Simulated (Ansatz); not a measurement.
## Structural relaxation of (6,6) carbon nanotube bundle (120 atoms)

Aim: bring (6,6) carbon nanotube bundle (120 atoms) to a nearby minimum of the energy and see what moves.

Calculated with Ansatz 0.2.0; Kohn-Sham DFT, PBE+D3(BJ), PAW (set soft_2), plane waves.

### 1. The structure

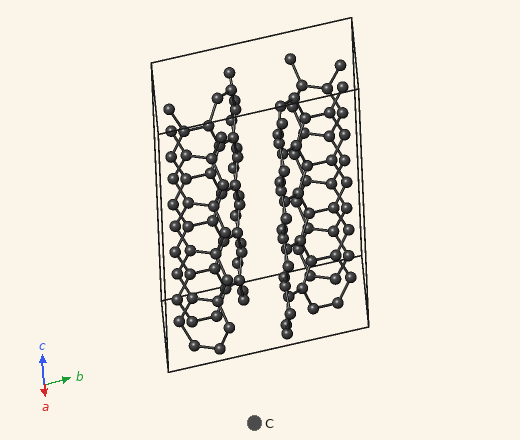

The starting structure, seen from the side, with the c axis up (carbon dark grey).

The cell holds 120 atoms: 120 C. Cell: a = 11.438 Å, b = 11.438 Å, c = 12.136 Å, α = 90.0°, β = 90.0°, γ = 120.0°. It derives from C (graphene). Graphene sheet (a = 2.46 Å) rolled into a (6,6) tube of diameter 8.14 Å, 5 periods, hexagonal bundle with 3.3 Å between walls; minimised with a classical potential (one cell length free).

### 2. Cell and atoms relaxed

Cell and atoms are freed together, to release stress as well as forces.

Contents of input.yaml:

```yaml
crystal:
  lattice:
    - [11.43761, 0.0, 0.0]
    - [-5.71881, 9.90526, 0.0]
    - [0.0, 0.0, 12.13617]
  atoms:
    - { symbol: C, position: [0.3833, 0.07084, 0.10675] }
    - { symbol: C, position: [0.40183, 0.13956, 0.00675] }
    - { symbol: C, position: [0.40183, 0.26228, 0.20675] }
    - { symbol: C, position: [0.3833, 0.31245, 0.10675] }
    [... 110 atom lines left out ...]
    - { symbol: C, position: [0.86044, 0.59817, 0.80675] }
    - { symbol: C, position: [0.92916, 0.6167, 0.90675] }
    - { symbol: C, position: [0.07084, 0.68755, 0.90675] }
    - { symbol: C, position: [0.13956, 0.73772, 0.80675] }
    - { symbol: C, position: [0.26228, 0.86044, 0.80675] }
    - { symbol: C, position: [0.31245, 0.92916, 0.90675] }
kpoints:
  mp_grid: { grid: [2, 2, 1] }
hamiltonian:
  xc: pbe
  dispersion: d3bj
scf:
  occupations: { method: fermi_dirac, width: 0.025 }
output:
  forces: true
relax:
  f_tol: 0.05
  max_steps: 41
  cell: {}
```

Started as:

```
> ansatz run input.yaml --threads 4 --pin off --max-ram 8192MiB --backend cpu --events-out ev --progress --plain --runs-dir out
```

Elapsed: 2.5 min, on 4 threads of Arm Neoverse V2, shared host; peak memory 4.9 GiB; 9.8 min of CPU time.

The program notes that positions were snapped to a detected symmetry.

Step by step:

```tsv
step	energy less that of the first step (eV)	largest force component (eV/Å)	pressure (GPa)	volume (Å³)
1	0.0000	0.3506	10.99	1374.94
2	-2.0393	0.1200	3.15	1373.02
3	-1.8834	0.0461	-0.91	1461.13
4	-2.1495	0.0058	0.04	1416.37
5	-2.1649	0.0066	-0.01	1411.42
6	-2.1677	0.0002	0.00	1410.40
7	-2.2700	0.0011	0.11	1410.40
8	-2.2614	0.0008	0.01	1414.25
9	-2.2704	0.0008	0.01	1414.25
```

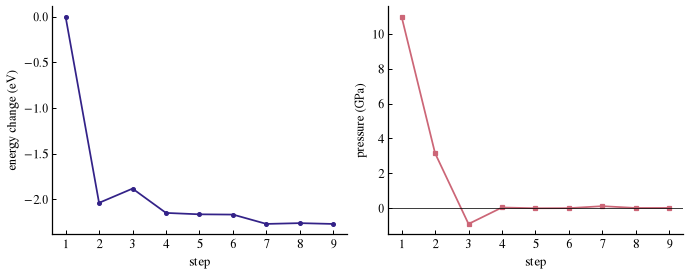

Energy and pressure along the relaxation.

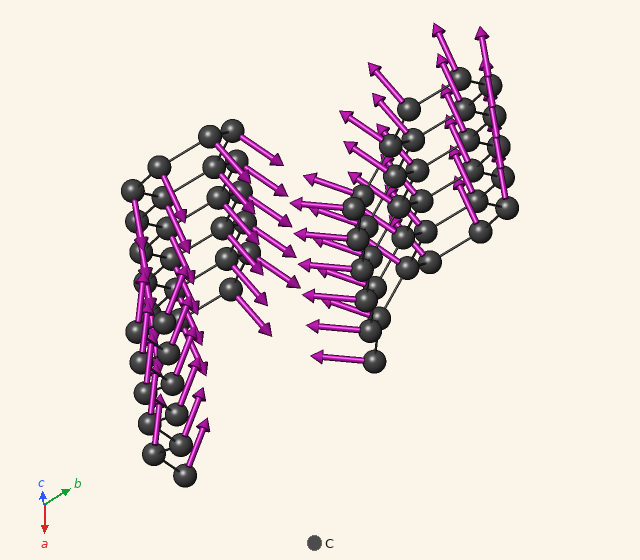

Displacements in the relaxation, exaggerated, measured against the changing cell; the longest in the cell stands for 0.04 Å. Drawn is a slice 4 Å thick, seen at a slant to the bc plane.

```tsv
cell as run	before	after	change
a (Å)	11.438	11.502	+0.6 %
b (Å)	11.438	11.501	+0.6 %
c (Å)	12.136	12.345	+1.7 %
volume (Å³/atom)	11.46	11.79	+2.9 %
```

The atoms that moved most (Å, as changes of fractional coordinates times the final cell):

```tsv
atom	dx	dy	dz	length
C14	-0.035	-0.014	0.000	0.038
C38	-0.035	-0.014	0.000	0.038
C62	-0.035	-0.014	0.000	0.038
C86	-0.035	-0.014	0.000	0.038
C110	-0.035	-0.014	0.000	0.038
C50	0.035	0.014	0.000	0.038
C26	0.035	0.014	0.000	0.038
C2	0.035	0.014	0.000	0.038
```

The relaxation changed the energy by -18.9 meV/atom, and atoms moved by 0.038 Å r.m.s., 0.038 Å at most.

### 3. Structure statistics after relaxation

Density 1.69 g/cm³, 11.79 Å³ an atom.

Pair distribution function in bins of 0.2 Å:

```tsv
r (Å)	total
1.40	6.95
1.60	0.00
1.80	0.00
2.00	0.00
2.20	0.00
2.40	4.59
2.60	0.00
2.80	1.76
3.00	0.00
3.20	0.00
3.40	0.20
3.60	0.69
3.80	2.29
4.00	0.00
4.20	1.84
4.40	0.72
4.60	0.44
4.80	1.72
5.00	0.75
5.20	1.29
5.40	0.64
5.60	0.89
5.80	0.69
6.00	1.58
6.20	0.79
6.40	0.68
6.60	1.08
6.80	1.91
```

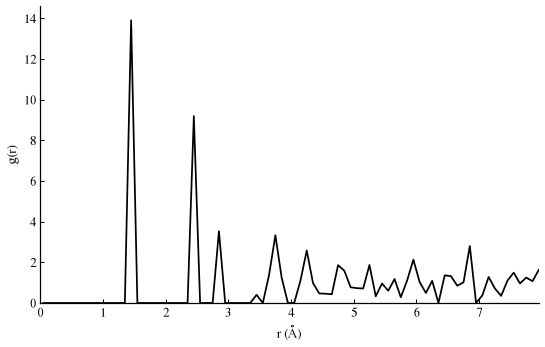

Pair distribution functions.

Bonds by pair of elements; cutoffs follow the first minimum of g(r), held within bounds set by covalent radii, and pairs that aren't listed don't count as bonded:

```tsv
pair A-B	cutoff (Å)	bonds	mean length (Å)	spread (Å)	shortest (Å)	B about A	A about B
C-C	1.82	180	1.43	0.003	1.42	3	3
```

How many atoms have how many bonded neighbours:

```tsv
element	mean	3
C	3	120
```

Bond angles, per cent of each kind in bins of 5°:

```tsv
angle (°)	C-C-C
115–120	100.0
```

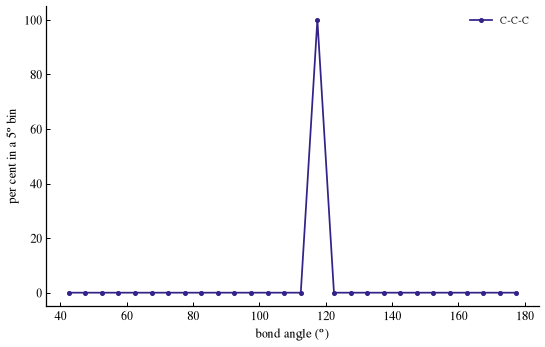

Distributions of the most common bond angles.

Bond angles (no mean is given where the spread exceeds 20°):

```tsv
angle	count	mean (°)	spread (°)
C-C-C	360	119	0.3
```

Rings of the network by King's shortest-path rule, up to 12 atoms, one path for each pair of neighbours; H, halogens, alkali and alkaline-earth atoms are left out, and the last column divides by all other atoms, bonded or not:

```tsv
ring size (atoms)	rings	per network atom
6	60	0.5
```

By these cutoffs all C atoms have 3 bonded neighbours. The C-C-C angle averages 119° with a spread of 0.3°. All rings counted have 6 atoms.

### 4. Single point at the relaxed geometry

One more single point at the end of the walk gives the fuller output and checks the residual forces.

Contents of input.yaml:

```yaml
crystal:
  lattice:
    - [11.5015, 0.0, 0.0]
    - [-5.75075, 9.96059, 0.0]
    - [0.0, 0.0, 12.34483]
  atoms:
    - { symbol: C, position: [0.38677, 0.07135, 0.10675] }
    - { symbol: C, position: [0.40561, 0.14099, 0.00675] }
    - { symbol: C, position: [0.40561, 0.26462, 0.20675] }
    - { symbol: C, position: [0.38677, 0.31542, 0.10675] }
    [... 110 atom lines left out ...]
    - { symbol: C, position: [0.85901, 0.59439, 0.80675] }
    - { symbol: C, position: [0.92865, 0.61323, 0.90675] }
    - { symbol: C, position: [0.07135, 0.68458, 0.90675] }
    - { symbol: C, position: [0.14099, 0.73538, 0.80675] }
    - { symbol: C, position: [0.26462, 0.85901, 0.80675] }
    - { symbol: C, position: [0.31542, 0.92865, 0.90675] }
kpoints:
  mp_grid: { grid: [2, 2, 1] }
hamiltonian:
  xc: pbe
  dispersion: d3bj
scf:
  occupations: { method: fermi_dirac, width: 0.025 }
output:
  forces: true
  stress: true
  populations: true
  dos:
    method: { smearing: { sigma: 0.15 } }
    de: 0.1
    projected: { site_lists: { C: [C] } }
  eigenvalues: true
  write_density: true
  write_potential: true
  volumetric_format: npy
  elf: true
```

The job ended after 42 s (4 threads; peak memory 4.8 GiB; 2.7 min of CPU time).

The program notes that the exchange-correlation potential is rough where the density is thin.

The run gave:

```yaml
free_energy: -30112.9166 eV
free_energy_per_atom: -250.9410 eV/atom
scf_cycles: 7
pressure: 0.01227 GPa
r_m_s_force_component: 0.0008 eV/Å
longest_force: 0.00188 eV/Å
fermi_energy: 4.27 eV
spilling_of_the_projection: 0.00979
```

The mean of these charges, 0.039 e, is only the charge that the projection spills.

Löwdin charges by element (they lack the spilled electrons, 0.039 e an atom on average):

```tsv
element	coordination	atoms	mean charge (e)	spread	least	most
C	all	120	0.0392	7.0e-4	0.0384	0.0399
```

States in the cell by windows of 1 eV, zero at the Fermi level; the larger projections on atomic orbitals stand beside the total:

```tsv
from (eV)	to (eV)	total	C p	C s
-10	-9	29.5	22.8	6.4
-9	-8	27.2	23.1	3.8
-8	-7	40.2	36.4	3.1
-7	-6	54.6	52.6	1.6
-6	-5	35.7	33.5	1.9
-5	-4	41.5	40.9	0.4
-4	-3	32.0	31.7	0.3
-3	-2	19.3	19.2	0.1
-2	-1	20.6	20.4	0.1
-1	0	1.8	1.8	0.0
0	1	3.6	3.5	0.0
1	2	25.6	24.6	0.2
2	3	19.3	17.7	0.5
3	4	17.7	13.3	0.5
4	5	25.6	16.0	0.5
```

Between -20 and -10 eV lie 178 more states.

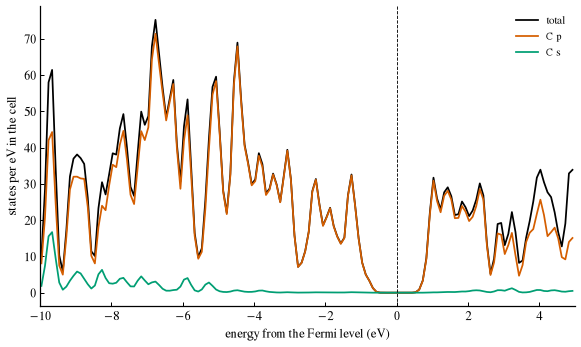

Total and projected density of states, with the broadening of the input.

The levels nearest the highest filled one (over half full), pooled over k-points and spins:

```tsv
level less the highest filled one (eV)	occupation
-0.448	2
-0.448	2
-0.256	2
-0.256	2
0	2
0	2
1.65	0
1.65	0
1.84	0
1.84	0
1.87	0
1.87	0
```

Löwdin charges run from +0.04 to +0.04 e, about a mean that is the spilled charge alone.

### 5. What came out

* energy change in the relaxation: -18.92 meV/atom
* r.m.s. displacement: 0.038 Å
* largest displacement: 0.038 Å
* free energy per atom: -250.9410 eV/atom
* density: 1.692 g/cm³
* pressure: 0.01227 GPa
* r.m.s. force component: 0.0008 eV/Å
* wall time of the 2 DFT runs: 3.2 min

What this shows: Relaxation lowers the energy by 18.9 meV/atom and moves atoms by 0.038 Å r.m.s. Displacements are taken in the final cell, so they leave out its strain. By the final cutoffs no bond was broken or made. The cell grew by 2.9 % in volume. From the first step to the last the energy fell by 2.270 eV, and the largest move was 0.038 Å (C14, with 119 other atoms within 2 % of it). By these cutoffs all C atoms have 3 bonded neighbours. No gap is quoted: a carbon tube of such indices can be metallic, and the k-points needn't hold the crossing of its bands.

[Logs are printed without paths, hosts, clocks, repeated set-up lines and the standing remarks that a program may print on its own settings, such as how far it seeks lower states.]

[Hosts, paths, dates, database ids (printed as entryN), source tags and the programs' standing remarks are cut or masked in the printed files.]
